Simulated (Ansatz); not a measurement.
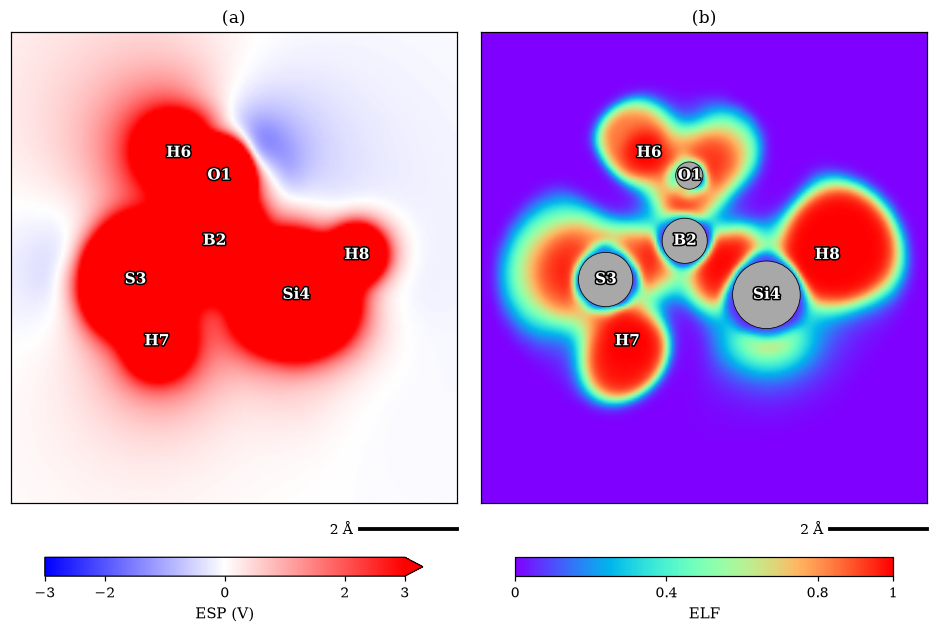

BH$_{7}$OSSi$_{2}$ (SMILES OB(S)[SiH2][SiH3]). (a) molecular electrostatic potential; (b) electron localisation function on the plane of atoms O1, B2 and S3. Grey discs cover the atomic cores in the ELF map.

All numbers below come from Ansatz 0.2.0, RKS PBE0-D4/def2-SVP.

```xyz
12

O    -2.4311    0.6289   -0.9086
B    -1.1091    0.8121   -0.6884
S    -0.4781    2.4623   -0.2419
Si    0.1499   -0.7734   -0.8008
Si    1.1765   -1.0197    1.2963
H    -2.9758    1.4203   -0.8168
H     0.8235    2.1208   -0.1345
H    -0.5414   -2.0425   -1.1890
H     1.2445   -0.5023   -1.7913
H     2.0898   -2.2030    1.3450
H     0.1445   -1.1657    2.3697
H     1.9837    0.2071    1.5943
```

Q: What does the map show?

A: Atoms in the plane: O, B, S, Si and H. B–O (1.35 Å): the ELF peaks at about 0.90 between the atoms (a polar covalent bond). B–S (1.82 Å): the ELF peaks at about 0.95 between the atoms: a shared electron pair. Si–B (2.03 Å): the ELF peaks at about 1 between the atoms, as expected for a covalent bond. O–H (0.97 Å): the ELF climbs to about 1 towards the hydrogen, as it does in any bond to H (a covalent bond by its length). S–H (1.35 Å): the ELF climbs to about 1 towards the hydrogen. The ELF also peaks beside S3 and O1, away from the bonds: lone-pair regions. Outside the dense part of the molecule the potential is most negative (−1.4 V) near O1.
